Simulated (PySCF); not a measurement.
# C$_{2}$H$_{12}$O$_{2}$Si$_{4}$: what the fields show

```xyz
20

C    -0.5911    2.2474   -0.8500
C    -1.2802    1.1274   -0.6911
Si   -0.5274   -0.6104   -0.6644
O    -1.6705   -1.6310   -0.0995
Si   -3.1013   -2.2018    0.3811
Si    1.2624   -0.8932    0.7459
O     2.4643    0.0579    0.1974
Si    3.3691    1.2767   -0.3479
H    -1.0542    3.2231   -0.8548
H     0.4791    2.2366   -0.9866
H    -2.3542    1.2018   -0.5514
H    -0.3652   -1.0200   -2.0763
H    -4.0297   -2.1369   -0.7469
H    -2.8265   -3.5735    0.7995
H    -3.5633   -1.3642    1.4880
H     1.0717   -0.4907    2.1510
H     1.8839   -2.2268    0.7704
H     4.7560    0.8540   -0.1803
H     3.0175    1.4721   -1.7559
H     3.0546    2.4620    0.4494
```

Geometry: GFN2-xTB.

All numbers below come from PBE0/pcSseg-1, SCF density, gas phase, non-relativistic in PySCF.

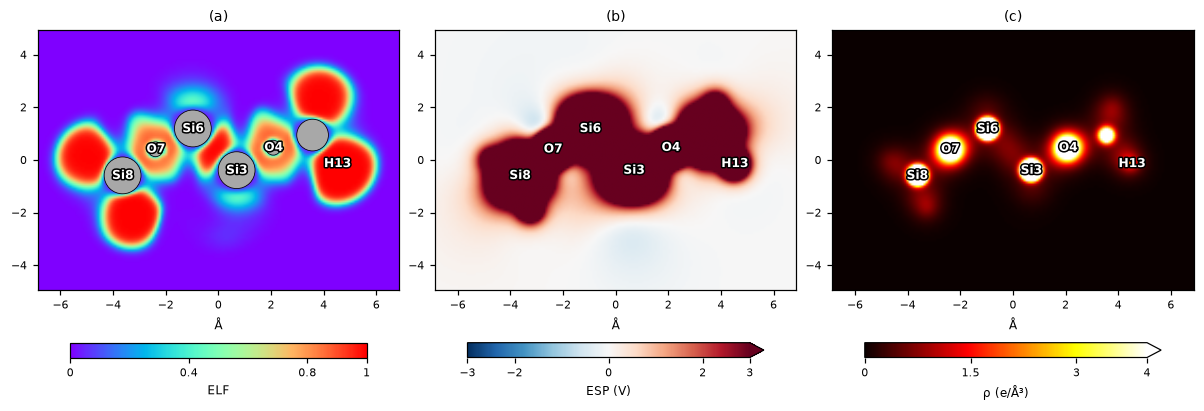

Figure 1. (a) ELF; (b) molecular electrostatic potential; (c) electron density on the plane of atoms O4, Si3 and Si6. Grey discs cover the atomic cores in the ELF map.

Read the bonding off the picture.

The section cuts through Si, O and H sites. Si–O (1.61 Å): ρ is about 1.1 e/Å³ halfway; the ELF peaks at about 0.85 between the atoms, as expected for a polar covalent bond. Si–Si (2.30 Å): ρ at the midpoint is about 0.72 e/Å³; the ELF peaks at about 1 between the atoms (localised, covalent bonding). The ELF also peaks beside O7 and O4, away from the bonds: lone-pair regions. Outside the dense part of the molecule the potential is most negative (−0.6 V) near O7.

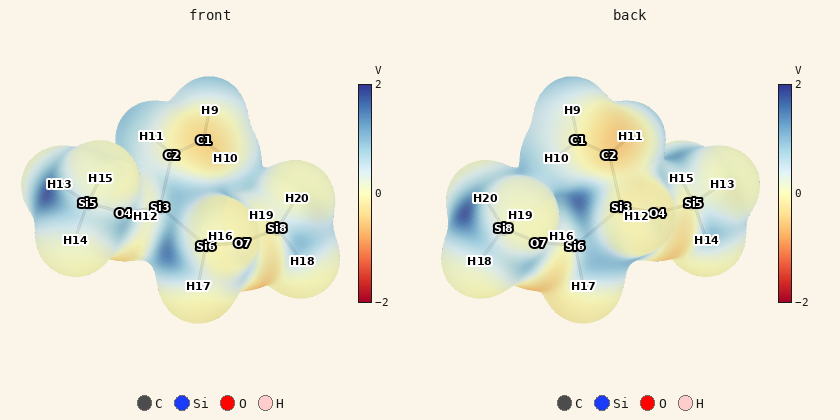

Figure 2. The electrostatic potential painted on the density surface at 0.002 e/bohr³, seen from the front and from behind; the colour scale runs from red (negative) to blue (positive).

Where is the surface potential most negative and most positive?

The most negative region (about −0.6 V) lies over C1, C2 and O7, the most positive (about +1.7 V) over Si3, Si5 and Si8.

What dipole moment does the calculation give?

Its dipole moment is 1.06 D.
